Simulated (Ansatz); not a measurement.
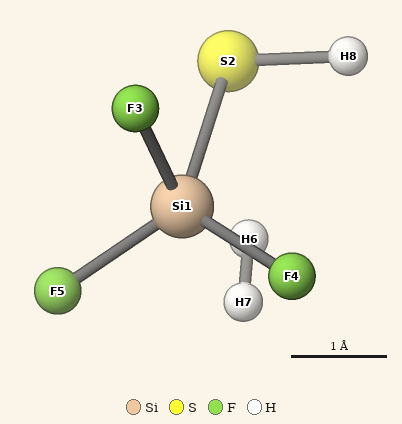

The starting structure (ball-and-stick view, seen at a tilt; atoms are numbered from 1 in the order of the input). Bond lengths as drawn: F–Si 1.56 to 1.60 Å, H–H 0.75 Å, H–S 1.34 Å and S–Si 2.27 Å.

Geometry relaxation of SiH₃SF₃ (part 1 of 3)

The run: geometry relaxation of SiH₃SF₃. Method and program: RKS PBE0-D4/def2-TZVP (Ansatz 0.2.0).

The geometry is a transition state displaced along its imaginary mode. The reaction was set up to form Si1–H7 and S2–H6 and to break Si1–S2 and H6–H7 (atoms counted from 1 in the order of the input); sticks are drawn by distance alone. Figures and captions count atoms from 1; the log counts them from 0 in places.

**What the program printed**
```
Functional definition: PBE0
  name "PBE0"
  cite "Adamo & Barone, J. Chem. Phys. 110, 6158 (1999) doi:10.1063/1.478522"
  cite "Perdew, Burke & Ernzerhof, Phys. Rev. Lett. 77, 3865 (1996) doi:10.1103/PhysRevLett.77.3865"
  parent pbe
  parameter a = 0.25
  parameter kappa = 0.804
  parameter beta = 0.06672455060314922
  exchange = (1 - a)*pbe_x(kappa = kappa, mu = beta*pi^2/3) + a*exact_x
  correlation = pbe_c(beta = beta)
1139 factors; their error is unknown
mean field evaluation 1: about -26902.3352 eV, gradient 5.1e1 eV
mean field evaluation 2: about -26898.6808 eV, gradient 7.5e1 eV
mean field evaluation 4: about -26905.8779 eV, gradient 1.2e0 eV
mean field evaluation 8: about -26905.8817 eV, gradient 1.9e-2 eV
mean field evaluation 16: about -26905.9672 eV, gradient 1.8e-4 eV
mean field -26905.96719069 eV, -988.7760567382 hartree, gradient 2.6e-5 eV, S^2 0.000000; 0 other end points of the search recorded, 0 dependent functions left out
the calculation of the forces begins
reference -26905.96721520 eV, -988.7760576390 hartree; 30, 30 occupied and 155, 155 virtual orbitals, 1139 factors
relax step   1: F+E_penalty+E_count = -26906.11423329 eV  Δ(F+E_penalty+E_count) = +0.000e0 eV  max|allowed force component| = 2.240e0 eV/Å  Δτ_max = 0.0000 Å  (28 SCF iters, accepted)
these checks for a lower state are left out or cut short: starts, cluster_reference, orbital_swaps, neighbouring_geometries, increment
1139 factors; their error is unknown
mean field -26906.66962092 eV, -988.8018705729 hartree, gradient 1.1e-5 eV, S^2 0.000000; 0 other end points of the search recorded, 0 dependent functions left out
[... from here on the field's lines of each further geometry are left out, up to the last ...]
relax step   2: F+E_penalty+E_count = -26906.81794997 eV  Δ(F+E_penalty+E_count) = -7.037e-1 eV  max|allowed force component| = 1.186e0 eV/Å  Δτ_max = 0.1962 Å  (34 SCF iters, accepted)
relax step   3: F+E_penalty+E_count = -26907.30488246 eV  Δ(F+E_penalty+E_count) = -4.869e-1 eV  max|allowed force component| = 1.169e0 eV/Å  Δτ_max = 0.1952 Å  (35 SCF iters, accepted)
relax step   4: F+E_penalty+E_count = -26907.60917801 eV  Δ(F+E_penalty+E_count) = -3.043e-1 eV  max|allowed force component| = 9.548e-1 eV/Å  Δτ_max = 0.1950 Å  (30 SCF iters, accepted)
relax step   5: F+E_penalty+E_count = -26907.76146851 eV  Δ(F+E_penalty+E_count) = -1.523e-1 eV  max|allowed force component| = 6.481e-1 eV/Å  Δτ_max = 0.1968 Å  (29 SCF iters, accepted)
relax step   6: F+E_penalty+E_count = -26907.82767872 eV  Δ(F+E_penalty+E_count) = -6.621e-2 eV  max|allowed force component| = 4.053e-1 eV/Å  Δτ_max = 0.2000 Å  (30 SCF iters, accepted)
relax step   7: F+E_penalty+E_count = -26907.85560033 eV  Δ(F+E_penalty+E_count) = -2.792e-2 eV  max|allowed force component| = 1.680e-1 eV/Å  Δτ_max = 0.2000 Å  (29 SCF iters, accepted)
relax step   8: F+E_penalty+E_count = -26907.86240131 eV  Δ(F+E_penalty+E_count) = -6.801e-3 eV  max|allowed force component| = 8.948e-2 eV/Å  Δτ_max = 0.1194 Å  (30 SCF iters, accepted)
relax step   9: F+E_penalty+E_count = -26907.86503770 eV  Δ(F+E_penalty+E_count) = -2.636e-3 eV  max|allowed force component| = 7.294e-2 eV/Å  Δτ_max = 0.1035 Å  (30 SCF iters, accepted)
relax step  10: F+E_penalty+E_count = -26907.86726314 eV  Δ(F+E_penalty+E_count) = -2.225e-3 eV  max|allowed force component| = 8.801e-2 eV/Å  Δτ_max = 0.1116 Å  (29 SCF iters, accepted)
relax step  11: F+E_penalty+E_count = -26907.86868822 eV  Δ(F+E_penalty+E_count) = -1.425e-3 eV  max|allowed force component| = 2.261e-1 eV/Å  Δτ_max = 0.1006 Å  (29 SCF iters, accepted)
relax step  12: F+E_penalty+E_count = -26907.87196088 eV  Δ(F+E_penalty+E_count) = -3.273e-3 eV  max|allowed force component| = 1.717e-1 eV/Å  Δτ_max = 0.0536 Å  (29 SCF iters, accepted)
relax step  13: F+E_penalty+E_count = -26907.86903935 eV  Δ(F+E_penalty+E_count) = +2.922e-3 eV  max|allowed force component| = 2.432e-1 eV/Å  Δτ_max = 0.2000 Å  (35 SCF iters, rejected (line search))
relax step  14: F+E_penalty+E_count = -26907.87748341 eV  Δ(F+E_penalty+E_count) = -5.523e-3 eV  max|allowed force component| = 1.606e-1 eV/Å  Δτ_max = 0.0976 Å  (29 SCF iters, accepted)
relax step  15: F+E_penalty+E_count = -26907.87855165 eV  Δ(F+E_penalty+E_count) = -1.068e-3 eV  max|allowed force component| = 1.226e-1 eV/Å  Δτ_max = 0.0515 Å  (28 SCF iters, accepted)
relax step  16: F+E_penalty+E_count = -26907.87963387 eV  Δ(F+E_penalty+E_count) = -1.082e-3 eV  max|allowed force component| = 1.173e-1 eV/Å  Δτ_max = 0.1016 Å  (29 SCF iters, accepted)
relax step  17: F+E_penalty+E_count = -26907.88027217 eV  Δ(F+E_penalty+E_count) = -6.383e-4 eV  max|allowed force component| = 2.979e-1 eV/Å  Δτ_max = 0.0644 Å  (29 SCF iters, accepted)
relax step  18: F+E_penalty+E_count = -26907.88235201 eV  Δ(F+E_penalty+E_count) = -2.080e-3 eV  max|allowed force component| = 1.446e-1 eV/Å  Δτ_max = 0.0307 Å  (30 SCF iters, accepted)
relax step  19: F+E_penalty+E_count = -26907.88366484 eV  Δ(F+E_penalty+E_count) = -1.313e-3 eV  max|allowed force component| = 3.938e-3 eV/Å  Δτ_max = 0.0395 Å  (31 SCF iters, accepted)
relax step  20: F+E_penalty+E_count = -26907.88372160 eV  Δ(F+E_penalty+E_count) = -5.676e-5 eV  max|allowed force component| = 9.502e-2 eV/Å  Δτ_max = 0.0421 Å  (30 SCF iters, accepted)
relax step  21: F+E_penalty+E_count = -26907.88407986 eV  Δ(F+E_penalty+E_count) = -3.583e-4 eV  max|allowed force component| = 2.653e-2 eV/Å  Δτ_max = 0.0103 Å  (31 SCF iters, accepted)
relax step  22: F+E_penalty+E_count = -26907.88441047 eV  Δ(F+E_penalty+E_count) = -3.306e-4 eV  max|allowed force component| = 1.081e-2 eV/Å  Δτ_max = 0.0384 Å  (30 SCF iters, accepted)
relax step  23: F+E_penalty+E_count = -26907.87455150 eV  Δ(F+E_penalty+E_count) = +9.859e-3 eV  max|allowed force component| = 6.085e-1 eV/Å  Δτ_max = 0.1969 Å  (28 SCF iters, rejected (line search))
relax step  24: F+E_penalty+E_count = -26907.88458355 eV  Δ(F+E_penalty+E_count) = -1.731e-4 eV  max|allowed force component| = 1.182e-2 eV/Å  Δτ_max = 0.0421 Å  (30 SCF iters, accepted)
relax step  25: F+E_penalty+E_count = -26907.88378326 eV  Δ(F+E_penalty+E_count) = +8.003e-4 eV  max|allowed force component| = 1.964e-1 eV/Å  Δτ_max = 0.0983 Å  (29 SCF iters, rejected (line search))
relax step  26: F+E_penalty+E_count = -26907.88448996 eV  Δ(F+E_penalty+E_count) = +9.360e-5 eV  max|allowed force component| = 5.662e-2 eV/Å  Δτ_max = 0.0027 Å  (24 SCF iters, rejected (line search))
relax step  27: F+E_penalty+E_count = -26907.88460583 eV  Δ(F+E_penalty+E_count) = -2.228e-5 eV  max|allowed force component| = 5.307e-3 eV/Å  Δτ_max = 0.0013 Å  (20 SCF iters, accepted)
relax step  28: F+E_penalty+E_count = -26907.88490983 eV  Δ(F+E_penalty+E_count) = -3.040e-4 eV  max|allowed force component| = 3.348e-3 eV/Å  Δτ_max = 0.0355 Å  (30 SCF iters, accepted)
relax step  29: F+E_penalty+E_count = -26907.88447931 eV  Δ(F+E_penalty+E_count) = +4.305e-4 eV  max|allowed force component| = 1.977e-1 eV/Å  Δτ_max = 0.0733 Å  (29 SCF iters, rejected (line search))
relax step  30: F+E_penalty+E_count = -26907.88519177 eV  Δ(F+E_penalty+E_count) = -2.819e-4 eV  max|allowed force component| = 2.829e-2 eV/Å  Δτ_max = 0.0356 Å  (30 SCF iters, accepted)
relax step  31: F+E_penalty+E_count = -26907.88537494 eV  Δ(F+E_penalty+E_count) = -1.832e-4 eV  max|allowed force component| = 6.814e-2 eV/Å  Δτ_max = 0.0368 Å  (30 SCF iters, accepted)
relax step  32: F+E_penalty+E_count = -26907.88554897 eV  Δ(F+E_penalty+E_count) = -1.740e-4 eV  max|allowed force component| = 5.943e-2 eV/Å  Δτ_max = 0.0207 Å  (30 SCF iters, accepted)
relax step  33: F+E_penalty+E_count = -26907.88581070 eV  Δ(F+E_penalty+E_count) = -2.617e-4 eV  max|allowed force component| = 4.983e-2 eV/Å  Δτ_max = 0.0392 Å  (30 SCF iters, accepted)
relax step  34: F+E_penalty+E_count = -26907.88586409 eV  Δ(F+E_penalty+E_count) = -5.339e-5 eV  max|allowed force component| = 9.781e-2 eV/Å  Δτ_max = 0.0453 Å  (30 SCF iters, accepted)
relax step  35: F+E_penalty+E_count = -26907.88611987 eV  Δ(F+E_penalty+E_count) = -2.558e-4 eV  max|allowed force component| = 5.237e-2 eV/Å  Δτ_max = 0.0155 Å  (31 SCF iters, accepted)
relax step  36: F+E_penalty+E_count = -26907.88628414 eV  Δ(F+E_penalty+E_count) = -1.643e-4 eV  max|allowed force component| = 1.087e-2 eV/Å  Δτ_max = 0.0152 Å  (32 SCF iters, accepted)
relax step  37: F+E_penalty+E_count = -26907.88639984 eV  Δ(F+E_penalty+E_count) = -1.157e-4 eV  max|allowed force component| = 2.757e-2 eV/Å  Δτ_max = 0.0235 Å  (30 SCF iters, accepted)
relax step  38: F+E_penalty+E_count = -26907.88629869 eV  Δ(F+E_penalty+E_count) = +1.012e-4 eV  max|allowed force component| = 1.179e-1 eV/Å  Δτ_max = 0.0406 Å  (30 SCF iters, rejected (line search))
relax step  39: F+E_penalty+E_count = -26907.88646286 eV  Δ(F+E_penalty+E_count) = -6.302e-5 eV  max|allowed force component| = 1.260e-2 eV/Å  Δτ_max = 0.0104 Å  (23 SCF iters, accepted)
relax step  40: F+E_penalty+E_count = -26907.88652507 eV  Δ(F+E_penalty+E_count) = -6.221e-5 eV  max|allowed force component| = 7.737e-2 eV/Å  Δτ_max = 0.0412 Å  (30 SCF iters, accepted)
relax step  41: F+E_penalty+E_count = -26907.88666418 eV  Δ(F+E_penalty+E_count) = -1.391e-4 eV  max|allowed force component| = 2.713e-2 eV/Å  Δτ_max = 0.0037 Å  (22 SCF iters, accepted)
relax step  42: F+E_penalty+E_count = -26907.88675124 eV  Δ(F+E_penalty+E_count) = -8.706e-5 eV  max|allowed force component| = 1.672e-2 eV/Å  Δτ_max = 0.0188 Å  (31 SCF iters, accepted)
relax step  43: F+E_penalty+E_count = -26907.88664052 eV  Δ(F+E_penalty+E_count) = +1.107e-4 eV  max|allowed force component| = 9.672e-2 eV/Å  Δτ_max = 0.0441 Å  (30 SCF iters, rejected (line search))
relax step  44: F+E_penalty+E_count = -26907.88677507 eV  Δ(F+E_penalty+E_count) = -2.383e-5 eV  max|allowed force component| = 9.762e-3 eV/Å  Δτ_max = 0.0069 Å  (22 SCF iters, accepted)
relax step  45: F+E_penalty+E_count = -26907.88670632 eV  Δ(F+E_penalty+E_count) = +6.874e-5 eV  max|allowed force component| = 8.510e-2 eV/Å  Δτ_max = 0.0448 Å  (30 SCF iters, rejected (line search))
relax step  46: F+E_penalty+E_count = -26907.88680676 eV  Δ(F+E_penalty+E_count) = -3.169e-5 eV  max|allowed force component| = 4.255e-3 eV/Å  Δτ_max = 0.0112 Å  (23 SCF iters, accepted)
relax step  47: F+E_penalty+E_count = -26907.88660443 eV  Δ(F+E_penalty+E_count) = +2.023e-4 eV  max|allowed force component| = 1.070e-1 eV/Å  Δτ_max = 0.0491 Å  (30 SCF iters, rejected (line search))
relax step  48: F+E_penalty+E_count = -26907.88687763 eV  Δ(F+E_penalty+E_count) = -7.088e-5 eV  max|allowed force component| = 1.324e-2 eV/Å  Δτ_max = 0.0239 Å  (30 SCF iters, accepted)
relax step  49: F+E_penalty+E_count = -26907.88687510 eV  Δ(F+E_penalty+E_count) = +2.532e-6 eV  max|allowed force component| = 3.901e-2 eV/Å  Δτ_max = 0.0188 Å  (31 SCF iters, rejected (line search))
relax step  50: F+E_penalty+E_count = -26907.88690047 eV  Δ(F+E_penalty+E_count) = -2.284e-5 eV  max|allowed force component| = 7.150e-3 eV/Å  Δτ_max = 0.0092 Å  (31 SCF iters, accepted)
relax step  51: F+E_penalty+E_count = -26907.88691347 eV  Δ(F+E_penalty+E_count) = -1.300e-5 eV  max|allowed force component| = 1.080e-2 eV/Å  Δτ_max = 0.0122 Å  (31 SCF iters, accepted)
relax step  52: F+E_penalty+E_count = -26907.88691319 eV  Δ(F+E_penalty+E_count) = +2.837e-7 eV  max|allowed force component| = 2.090e-2 eV/Å  Δτ_max = 0.0110 Å  (31 SCF iters, rejected (line search))
relax step  53: F+E_penalty+E_count = -26907.88692401 eV  Δ(F+E_penalty+E_count) = -1.054e-5 eV  max|allowed force component| = 6.171e-3 eV/Å  Δτ_max = 0.0054 Å  (24 SCF iters, accepted)
relax step  54: F+E_penalty+E_count = -26907.88692761 eV  Δ(F+E_penalty+E_count) = -3.601e-6 eV  max|allowed force component| = 5.905e-3 eV/Å  Δτ_max = 0.0060 Å  (22 SCF iters, accepted)
the calculation of the forces begins
reference -26907.74081900 eV, -988.8412363766 hartree; 30, 30 occupied and 155, 155 virtual orbitals, 1139 factors
relax step  55: F+E_penalty+E_count = -26907.88692960 eV  Δ(F+E_penalty+E_count) = -1.992e-6 eV  max|allowed force component| = 3.414e-3 eV/Å  Δτ_max = 0.0042 Å  (20 SCF iters, accepted)
```

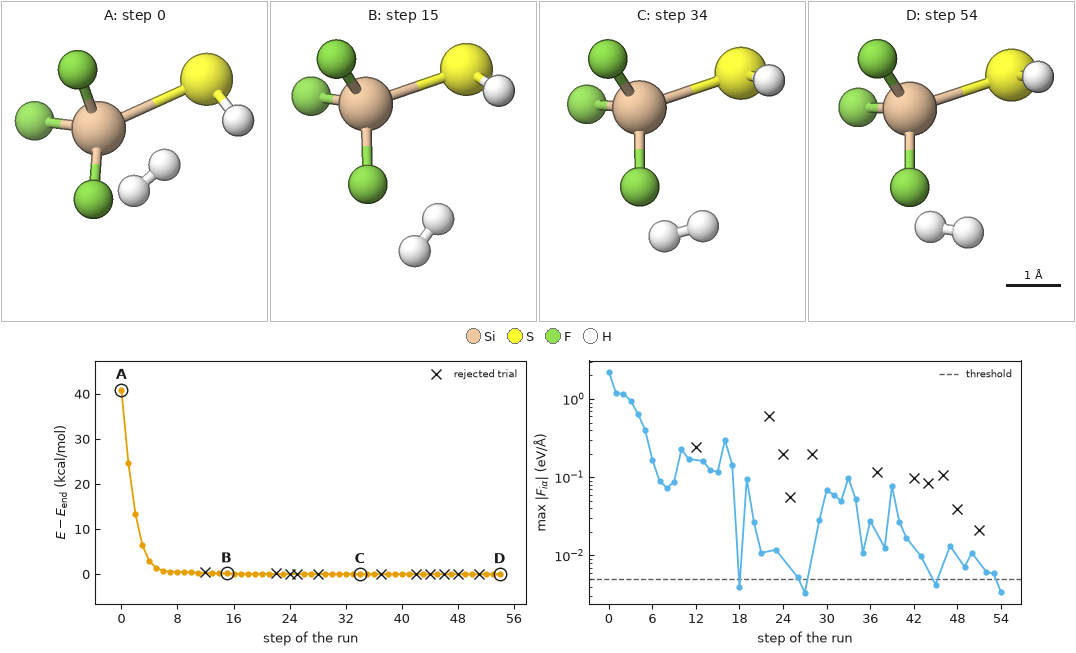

Frames of the relaxation (ball-and-stick view, seen at a tilt) above the curves, on which the letters mark them (the first geometry is step 0 here and step 1 in the log).

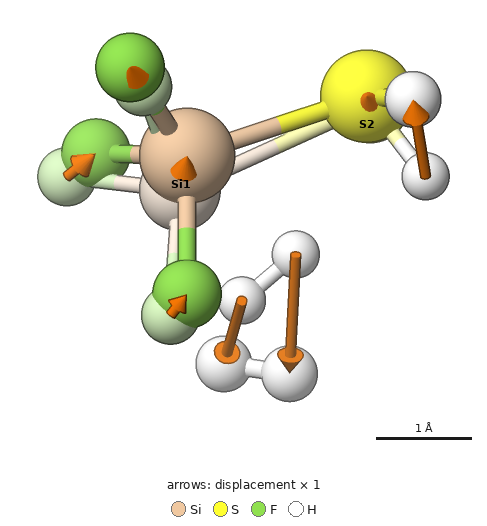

Start (faint) and end (solid) with the displacements as orange arrows, at true length (ball-and-stick view, seen at a tilt). The two geometries are laid on each other by the best rigid fit. The largest move after the best rigid fit is that of H6, 1.54 Å. By element the largest moves are H 1.54 Å, Si 0.54 Å, F 0.52 Å, S 0.32 Å. Distances before and after: Si1–S2 2.269 → 2.090 Å, Si1–F4 1.603 → 1.573 Å, Si1–F5 1.595 → 1.571 Å, Si1–F3 1.564 → 1.574 Å. Among the angles that change: S2–Si1–F3 96.1° → 112.5°, S2–Si1–F5 117.5° → 107.9°, S2–Si1–F4 121.4° → 113.2°. Over 54 geometry steps the energy falls by 40.9 kcal/mol. The largest force component goes from 2.2 to 0.0034 eV/Å. The line search rejected the trial steps at points 12, 22, 24, 25, 28, 37, 42, 44 and more (counted from 0) and went back. (Atoms are counted from 1 in the order of the input.)

```
1139 factors; their error is unknown
mean field -26907.74079135 eV, -988.8412353605 hartree, gradient 5.5e-5 eV, S^2 0.000000; 1 other end points of the search recorded, 0 dependent functions left out
the calculation of the forces begins
reference -26907.74081900 eV, -988.8412363766 hartree; 30, 30 occupied and 155, 155 virtual orbitals, 1139 factors
Total energy: -26907.88695725 eV, -988.8466068581 hartree
Atom 0 at     0.314286     0.093407    -0.860616 Å, force     0.000031    -0.000575     0.000566 eV/Å
Atom 1 at     1.221745    -1.119103     0.579126 Å, force     0.000042     0.000348    -0.000422 eV/Å
Atom 2 at     1.141769     0.163944    -2.197558 Å, force     0.000189     0.000071    -0.000171 eV/Å
Atom 3 at     0.126405     1.581996    -0.387001 Å, force    -0.000083     0.000231     0.000028 eV/Å
Atom 4 at    -1.101924    -0.509293    -1.177491 Å, force    -0.000515    -0.000005    -0.000219 eV/Å
Atom 5 at    -1.766497     0.161347     2.013561 Å, force    -0.003414    -0.000589    -0.003191 eV/Å
Atom 6 at    -2.306047     0.048022     1.510116 Å, force     0.003379     0.000653     0.003162 eV/Å
Atom 7 at     2.370163    -0.420318     0.519762 Å, force     0.000370    -0.000133     0.000248 eV/Å
Dipole moment:     0.264009    -0.057416     0.181894 e Å
```

**Trajectory as extended XYZ (Å, eV, eV/Å), 55 frames, from step=1 to step=55**
```
8
Properties=species:S:1:pos:R:3:forces:R:3 step=1 energy=-26906.11423
Si   -0.1405    0.1549   -0.6076    0.8895  -0.3929  -0.3053
S     1.0012   -1.2371    0.7738    0.5296  -0.0083  -0.8527
F     0.8633    0.0613   -1.8029    0.5116   0.0729  -0.9205
F    -0.1498    1.7411   -0.3749   -0.2192  -0.9594   0.3738
F    -1.4757   -0.4036   -1.2773    0.4083   0.2015   0.7709
H    -0.6057   -0.3090    1.1174    0.0919  -0.4684   0.7644
H    -1.1327    0.1635    0.8847   -2.2402   1.5225   0.1263
H     1.6399   -0.1709    1.2868    0.0286   0.0320   0.0430
8
Properties=species:S:1:pos:R:3:forces:R:3 step=2 energy=-26906.81795
Si   -0.0574    0.1012   -0.6218    0.9573  -0.2743  -0.5109
S     1.1053   -1.2542    0.6851   -0.1230   0.5642  -0.5549
F     0.8681    0.0995   -1.9022    0.0006   0.0780  -0.3069
F    -0.1166    1.6612   -0.2792    0.0133  -0.6509   0.0404
F    -1.4309   -0.4666   -1.1890    0.4167   0.1213   0.3315
H    -0.7369   -0.2359    1.1246   -1.1856   0.6613   0.2598
H    -1.2922    0.2778    0.8874   -0.0245  -0.3622   0.7841
H     1.6604   -0.1829    1.2951   -0.0548  -0.1374  -0.0431
8
Properties=species:S:1:pos:R:3:forces:R:3 step=3 energy=-26907.30488
Si    0.0406    0.0653   -0.6807    0.3297   0.5490  -1.1691
S     1.1299   -1.2162    0.5873    0.3451   0.0259   0.2388
F     0.8925    0.1281   -2.0218   -0.2176  -0.0118   0.1278
F    -0.0547    1.6010   -0.2637    0.0340  -0.6226   0.0017
F    -1.3613   -0.5034   -1.1645    0.4668   0.1104   0.2615
H    -0.8855   -0.2053    1.2474   -1.1348   0.7737   0.0341
H    -1.4182    0.3156    0.9989    0.3560  -0.6174   0.7200
H     1.6567   -0.1851    1.2971   -0.1791  -0.2072  -0.2147
```
